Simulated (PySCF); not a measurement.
**RuF₃⁺: structure of the quintet**

The task is one start of a wider search on RuF₃⁺: the quintet, from a trigonal planar start. It is relaxed, tested by its Hessian and followed downhill if it is a saddle.

Method: PBE0, basis Ru def2-TZVP with ECP28, F def2-TZVP, scalar-relativistic core potentials, no spin–orbit coupling, density fitting; program: PySCF 2.14.0.

## (1) Where the work starts

4 atoms, charge 1, spin multiplicity 5.

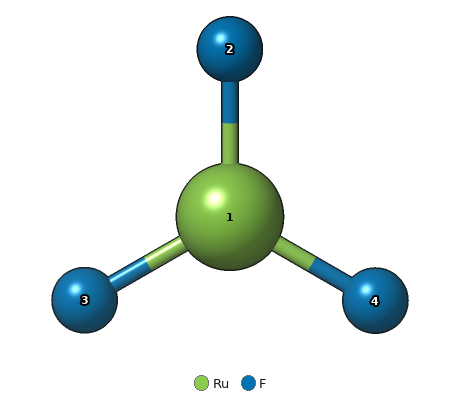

Start geometry, drawn with ruthenium green, fluorine blue; atoms are numbered from 1 in the order of the file.

Coordinates in bohr (charge 1 multiplicity 5):
```
Ru    0.0000    0.0000    0.0000
F     3.5002    0.0000    0.0000
F    -1.7501    3.0313    0.0000
F    -1.7501   -3.0313    0.0000
```

## (2) The SCF at the typed geometry

The steps below are one call of a driver around PySCF. For each, scf.py gives the equivalent set-up of the SCF; relaxations use the driver's own optimiser. After this first run the driver tries any further starts and a stability analysis.

Input file scf.py:

```python
from pyscf import gto, scf, dft
mol = gto.M(atom='''
Ru     0.000000     0.000000     0.000000
F      1.852200     0.000000     0.000000
F     -0.926100     1.604100     0.000000
F     -0.926100    -1.604100     0.000000''',
    basis={'Ru': 'def2-TZVP', 'F': 'def2-TZVP'},
    ecp={'Ru': 'def2-TZVP'},
    charge=1, spin=4)
mf = dft.UKS(mol, xc='PBE0')
mf.grids.atom_grid = (50, 194)
aux = {'Ru': 'def2-universal-JKFIT', 'F': 'def2-universal-JKFIT'}
mf = mf.density_fit(auxbasis=aux)
mf.conv_tol = 1e-08
mf.diis_space = 10
mf.max_cycle = 60
mf.init_guess = 'minao'
mf.verbose = 4
mf.kernel()
```

Run with:

```bash
OMP_NUM_THREADS=4 python axn.py task.json out
```

What it wrote:

```text
init E= -386.294638047973
[... the frontier-level lines of each cycle are left out ...]
cycle= 1 E= -393.753864185943  delta_E= -7.46  |g|= 0.558  |ddm|= 2.91
cycle= 2 E= -392.626943600215  delta_E= 1.13  |g|= 1.93  |ddm|=    1
cycle= 3 E= -393.846881203512  delta_E= -1.22  |g|= 0.189  |ddm|= 0.81
cycle= 4 E= -393.858047180078  delta_E= -0.0112  |g|= 0.0592  |ddm|= 0.146
cycle= 5 E= -393.85801549414  delta_E= 3.17e-05  |g|= 0.0663  |ddm|= 0.0554
cycle= 6 E= -393.859572129926  delta_E= -0.00156  |g|= 0.0101  |ddm|= 0.0343
cycle= 7 E= -393.859644463512  delta_E= -7.23e-05  |g|= 0.0029  |ddm|= 0.00998
cycle= 8 E= -393.859662148807  delta_E= -1.77e-05  |g|= 0.00102  |ddm|= 0.00656
cycle= 9 E= -393.859665139237  delta_E= -2.99e-06  |g|= 0.000373  |ddm|= 0.00343
cycle= 10 E= -393.859665273282  delta_E= -1.34e-07  |g|= 0.000117  |ddm|= 0.000605
cycle= 11 E= -393.859665293306  delta_E= -2e-08  |g|= 5.95e-05  |ddm|= 0.000244
cycle= 12 E= -393.859665300191  delta_E= -6.89e-09  |g|= 3.36e-05  |ddm|= 0.000166
Extra cycle  E= -393.859665297926  delta_E= 2.27e-09  |g|= 9.59e-05  |ddm|= 7.13e-05
converged SCF energy = -393.859665297926  <S^2> = 6.0194306  2S+1 = 5.0077662
```

This step, with its further starts and checks, took 14 s on 4 threads of Arm Neoverse V2, shared host.

The starts that the driver tried:

```csv
start,energy (Eh)
the minimal-basis guess,-393.859665
a thermally smeared density,-393.859665
a smeared PBE density,-393.859665
```

No lower solution of this spin turned up from the other starts or in the test of internal stability.

## (3) Relaxing the quintet from the trigonal planar start

The program finds D3h symmetry in the start, which this walk keeps.

Edit scf.py of step 2 so:

```diff
@@ -3,4 +3,4 @@
-Ru     0.000000     0.000000     0.000000
-F      1.852200     0.000000     0.000000
-F     -0.926100     1.604100     0.000000
-F     -0.926100    -1.604100     0.000000''',
+Ru    -0.000000     0.000000     0.000000
+F      1.852228    -0.000000     0.000000
+F     -0.926114     1.604076     0.000000
+F     -0.926114    -1.604076     0.000000''',
@@ -17 +16,0 @@
-mf.init_guess = 'minao'
```

The optimiser's trace:

```csv
step,energy (Eh),change (kJ/mol),largest symmetric gradient (Eh/bohr)
0,-393.859663,0.00,0.03381
1,-393.864956,-13.90,0.00856
2,-393.865222,-14.60,0.00140
3,-393.865230,-14.62,0.00005
```

The walk took 9 s.

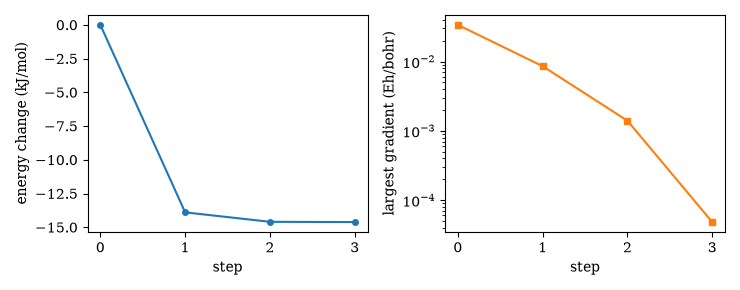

Energy and largest gradient along the walk.

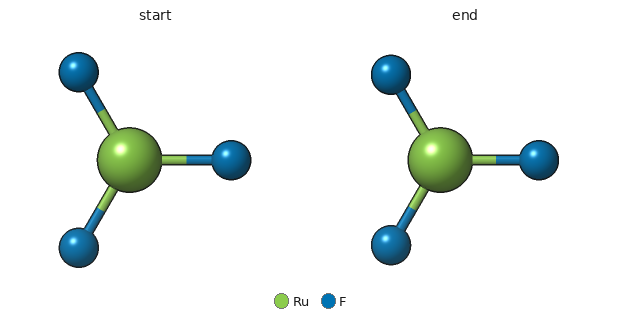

The geometry along the walk, at one scale.

After 3 steps and 14.6 kJ/mol it ends at D3h: Ru–F 1.797 Å (×3); F–Ru–F 120.0° (×3). A gradient of 0.0162 Eh/bohr that breaks the symmetry is left: this electronic state wants a lower symmetry.

## (4) Releasing the symmetry

The geometry is nudged along the force that breaks the symmetry.

The program finds C2v symmetry in the start, which may break. Threshold on the gradient: 0.0003 Eh/bohr, with a further test on the energy change.

Edit scf.py of step 3 so:

```diff
@@ -3,4 +3,4 @@
-Ru    -0.000000     0.000000     0.000000
-F      1.852228    -0.000000     0.000000
-F     -0.926114     1.604076     0.000000
-F     -0.926114    -1.604076     0.000000''',
+Ru    -0.010502     0.000000    -0.000000
+F      1.754951    -0.000000     0.000000
+F     -0.849309     1.606495    -0.000000
+F     -0.849309    -1.606495     0.000000''',
```

Energy and gradient, step by step:

```csv
step,energy (Eh),change (kJ/mol),largest gradient (Eh/bohr)
0,-393.870438,0.00,0.03324
1,-393.877551,-18.68,0.02287
2,-393.886490,-42.14,0.01678
3,-393.887679,-45.27,0.00184
4,-393.887751,-45.45,0.00110
5,-393.887757,-45.47,0.00004
```

The walk took 15 s.

Geometry (Å) and forces (eV/Å) at some steps:

```
step 0
Ru  -0.011   0.000   0.000  -1.710   0.000   0.000
F    1.755   0.000   0.000   0.162   0.000   0.000
F   -0.849   1.606   0.000   0.774   0.211   0.000
F   -0.849  -1.606   0.000   0.774  -0.211   0.000
step 1
Ru  -0.073   0.000   0.000  -1.176   0.000   0.000
F    1.701   0.000   0.000  -0.210   0.000   0.000
F   -0.791   1.661   0.000   0.693   0.030   0.000
F   -0.791  -1.661   0.000   0.693  -0.030   0.000
step 3
Ru  -0.249   0.000   0.000  -0.082   0.000   0.000
F    1.516   0.000   0.000  -0.002   0.000   0.000
F   -0.611   1.757   0.000   0.042   0.094   0.000
F   -0.611  -1.757   0.000   0.042  -0.094   0.000
step 5
Ru  -0.264   0.000   0.000   0.001   0.000   0.000
F    1.500   0.000   0.000  -0.002   0.000   0.000
F   -0.595   1.765   0.000   0.000   0.002   0.000
F   -0.595  -1.765   0.000   0.000  -0.002   0.000
```

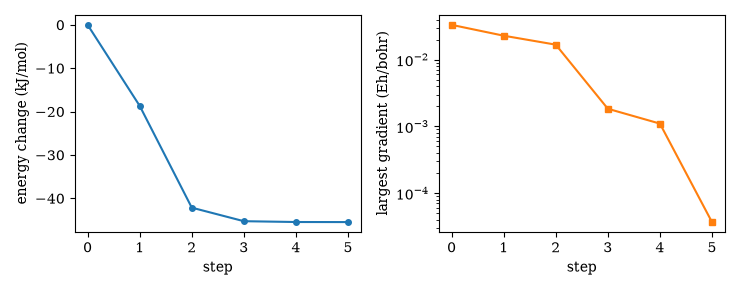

Energy and largest gradient along the walk.

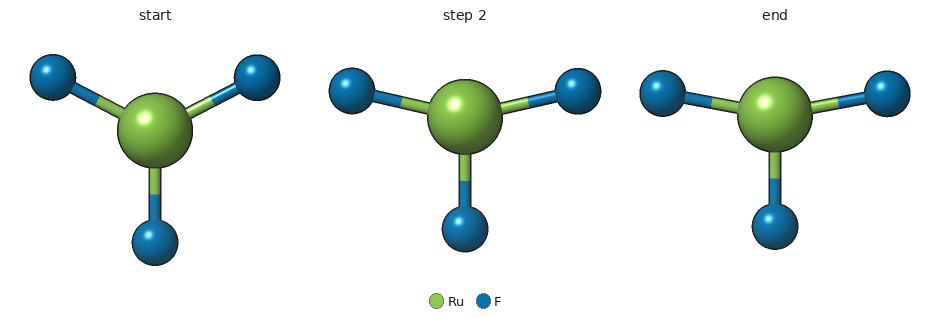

Start and end of the relaxation, with a step between.

After 5 steps and 45.5 kJ/mol it ends at C2v: Ru–F 1.764 Å, Ru–F 1.796 Å (×2); F–Ru–F 100.6° (×2), F–Ru–F 158.8°.

## (5) Vibrations and properties at this point

The point is checked on the finer grid, and tightened if its gradient asks for it. The Hessian and the dipole derivatives come from central differences of analytic gradients, with steps of 0.02 bohr.

Edit scf.py of step 4 so:

```diff
@@ -3,4 +3,4 @@
-Ru    -0.010502     0.000000    -0.000000
-F      1.754951    -0.000000     0.000000
-F     -0.849309     1.606495    -0.000000
-F     -0.849309    -1.606495     0.000000''',
+Ru    -0.131718     0.000000     0.000000
+F      1.632792    -0.000000    -0.000000
+F     -0.462935     1.765503     0.000000
+F     -0.462935    -1.765503     0.000000''',
@@ -11 +11 @@
-mf.grids.atom_grid = (50, 194)
+mf.grids.atom_grid = (75, 302)
@@ -14 +14 @@
-mf.conv_tol = 1e-08
+mf.conv_tol = 1e-10
```

The driver hands on the density of the step before, so the log starts near convergence.

Log of the central SCF (cycles and frontier levels):

```text
init E= -393.887751358555
[... the frontier-level lines of each cycle are left out ...]
cycle= 1 E= -393.887751358524  delta_E= 3.16e-11  |g|= 1.04e-05  |ddm|= 6.44e-06
cycle= 2 E= -393.887751358269  delta_E= 2.55e-10  |g|= 2.92e-05  |ddm|= 1.79e-05
cycle= 3 E= -393.887751358562  delta_E= -2.93e-10  |g|= 3.62e-07  |ddm|= 1.32e-05
cycle= 4 E= -393.887751358561  delta_E= 1.02e-12  |g|= 2.54e-07  |ddm|= 3.21e-07
Extra cycle  E= -393.887751358561  delta_E= -3.41e-13  |g|= 7.52e-07  |ddm|= 4.44e-07
converged SCF energy = -393.887751358561  <S^2> = 6.0110279  2S+1 = 5.0044092
```

The whole step took 54 s.

Geometry: C2v; Ru–F 1.765 Å, Ru–F 1.796 Å (×2); F–Ru–F 100.6° (×2), F–Ru–F 158.7°.

Modes, for the most abundant isotopes:

```tsv
symmetry	ω (cm⁻¹)	IR (km/mol)	type
b1	127	27.7	bend
a1	187	12.9	bend
b2	194	1.0	bend
a1	733	15.4	stretch
a1	783	49.0	stretch
b2	795	186	stretch
```

No imaginary mode, so this is a minimum.

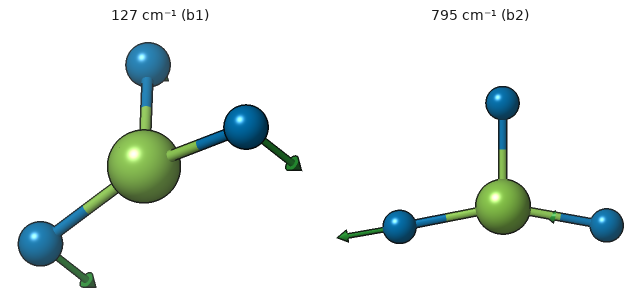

How the atoms move in 2 of the modes.

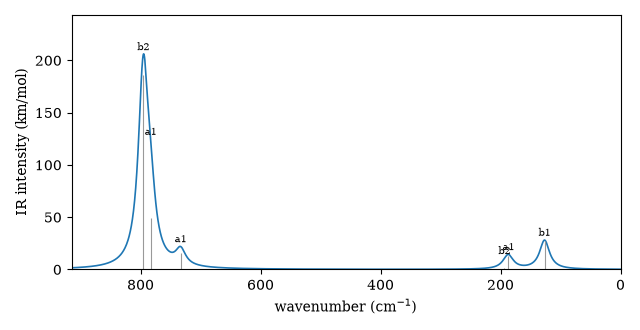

The harmonic infrared spectrum (widths in cm⁻¹). Lines are broadened to a width of 20 cm⁻¹ (Lorentzian).

Constants and moments:

| Quantity | Value |
| --- | --- |
| Dipole moment about the centre of mass | 1.60 D |
| Highest occupied level | -16.77 eV |
| Lowest empty level | -13.07 eV |
| Rotational constants | 0.2784, 0.1423, 0.09418 cm⁻¹ |
| Zero-point energy | 16.9 kJ/mol |
| Principal polarisabilities | 16.5, 29.1, 42.5 bohr³ |
| Principal traceless quadrupole moments about the centre of mass | -5.83, 1.95, 3.88 D Å |
| Entropy at 298.15 K and 1 bar (electronic part: spin only) | 320.8 J/(mol K) |
| Heat capacity Cp at 298.15 K | 65.6 J/(mol K) |
| Enthalpy at 298.15 K above 0 K | 15.43 kJ/mol |
| Rotational symmetry number | 2 |
| Spin squared ⟨S²⟩ | 6.011 |

Charges (e) and bond orders:

```
atom  Mulliken  Löwdin  polar tensor  spin (Mulliken)  Mayer order to Ru1
 Ru1      1.80    1.29          2.32             3.18                   –
  F2     -0.22   -0.04         -0.34             0.29                1.14
F3,4     -0.29   -0.12         -0.49             0.26                0.99
```

Outer orbital energies (eV). α occupied: -20.26, -20.19, -19.97, -19.44, -18.61, -18.57, -17.55, -16.77; empty: -11.86, -6.78, -6.04, -3.97. β occupied: -21.45, -21.31, -20.12, -20.10, -19.53, -19.01, -18.96, -18.77; empty: -13.07, -12.93, -12.38, -11.71.

Mulliken populations on Ru1 (outside its core potential): s 2.24, p 6.20, d 5.73, f 0.03.

## (6) Summary of results

| quantity | value |
| --- | --- |
| minimum | quintet, C2v |
| geometry | Ru–F 1.765 Å, Ru–F 1.796 Å (×2); F–Ru–F 100.6° (×2), F–Ru–F 158.7° |
| wavenumbers (cm⁻¹) | 127 (b1), 187 (a1), 194 (b2), 733 (a1), 783 (a1), 795 (b2) |
| dipole moment (centre of mass) | 1.60 D |
| highest occupied, lowest empty level (either spin) | -16.77, -13.07 eV |
| polar-tensor charge of Ru1 | +2.32 e |
| zero-point energy | 16.9 kJ/mol |
| entropy at 298.15 K | 320.8 J/(mol K) |
| ⟨S²⟩ | 6.011 |

**Reading.** The trigonal planar start (D3h) ends in a minimum of C2v symmetry. The strongest infrared band lies at 795 cm⁻¹ (b2, stretch). Most of the spin sits on Ru1 (Mulliken spin 3.18, against 4 for the whole molecule). Only this shape and spin were tried, so other structures or states may lie lower. Open d and f shells are described by one determinant, and the ground state may have another occupation or spin.

The search up to here took 92 s on 4 threads of Arm Neoverse V2, shared host.
